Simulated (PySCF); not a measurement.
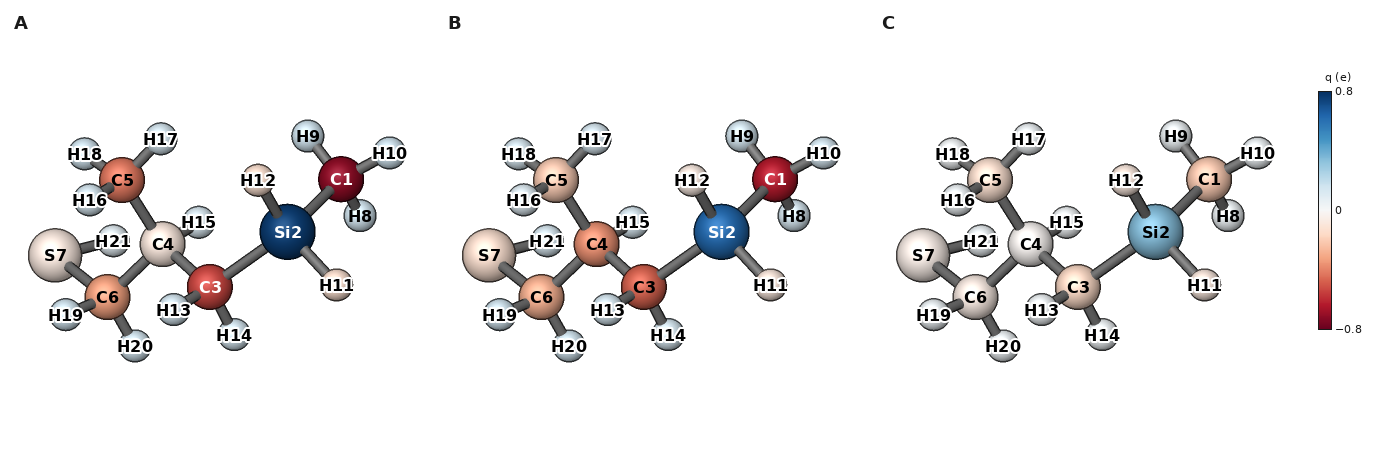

Atomic charges of one calculation by 3 schemes, on one colour scale. The geometry was computed by an optimisation with GFN2-xTB. No frequency run is at hand to confirm it as a minimum. Computed with PBE0/pcSseg-1 (PySCF 2.14.0).

Question: The schemes are Hirshfeld, IAO, Mulliken. Which panel shows which?

Answer: A IAO, B Mulliken, C Hirshfeld.

List the charges (e), one line for each set of equivalent atoms.

| atom | IAO | Mulliken | Hirshfeld |
| --- | --- | --- | --- |
| C1 | −0.72 | −0.63 | −0.21 |
| Si2 | 0.76 | 0.63 | 0.35 |
| C3 | −0.53 | −0.47 | −0.16 |
| C4 | −0.09 | −0.36 | −0.02 |
| C5 | −0.42 | −0.21 | −0.13 |
| C6 | −0.33 | −0.28 | −0.07 |
| S7 | −0.08 | −0.13 | −0.05 |
| H8 | 0.15 | 0.14 | 0.04 |
| H9 | 0.15 | 0.14 | 0.04 |
| H10 | 0.16 | 0.14 | 0.04 |
| H11 | −0.13 | −0.08 | −0.09 |
| H12 | −0.13 | −0.07 | −0.08 |
| H13 | 0.14 | 0.13 | 0.04 |
| H14 | 0.14 | 0.14 | 0.04 |
| H15 | 0.12 | 0.12 | 0.03 |
| H16 | 0.13 | 0.10 | 0.04 |
| H17 | 0.14 | 0.13 | 0.04 |
| H18 | 0.15 | 0.13 | 0.02 |
| H19 | 0.15 | 0.15 | 0.05 |
| H20 | 0.15 | 0.15 | 0.04 |
| H21 | 0.08 | 0.13 | 0.05 |

The geometry is semi-empirical. Around Si such bond lengths and angles can be off by a tenth of an ångström or more and by several degrees, and values that hang on the shape move with them.
